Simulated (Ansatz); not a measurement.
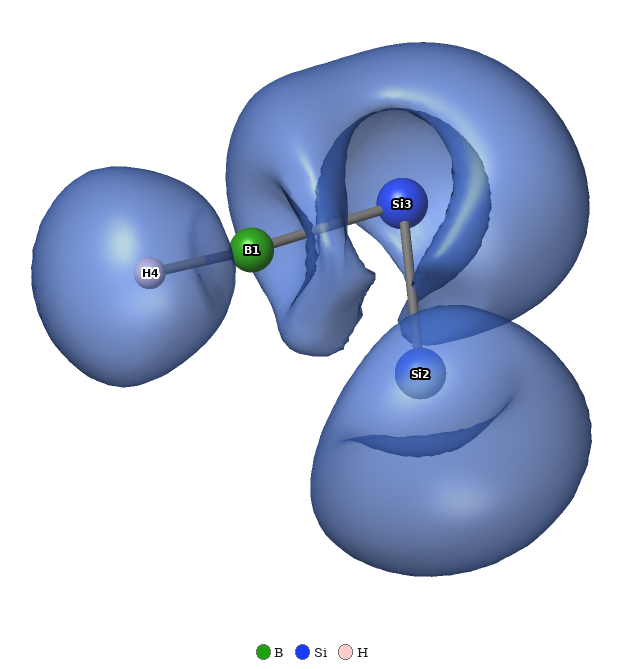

Figure. BHSi$_{2}$. Isosurface of the electron localisation function at 0.75 (blue), seen at an oblique angle. Only the valence region is drawn (cores and ρ < 0.01 e/Å³ removed).

Geometry: B3LYP/6-31G*.

All numbers below come from isolated molecule in a Gaussian basis; Kohn-Sham density functional theory, functional PBE0 in Ansatz 0.2.0.

Question: Describe the localisation domains.

Answer: The surface consists of one region around a hydrogen nucleus, one region on Si in which the atom's valence shell and bonds are merged and one lobe on Si, pointing away from the bonds (lone pairs). Profiles from the grid: Si–B (1.82 Å): the ELF peaks at about 0.85 between the atoms, as expected for localised, covalent bonding. Si–Si (2.21 Å): the ELF peaks at about 0.75 between the atoms: a covalent bond.
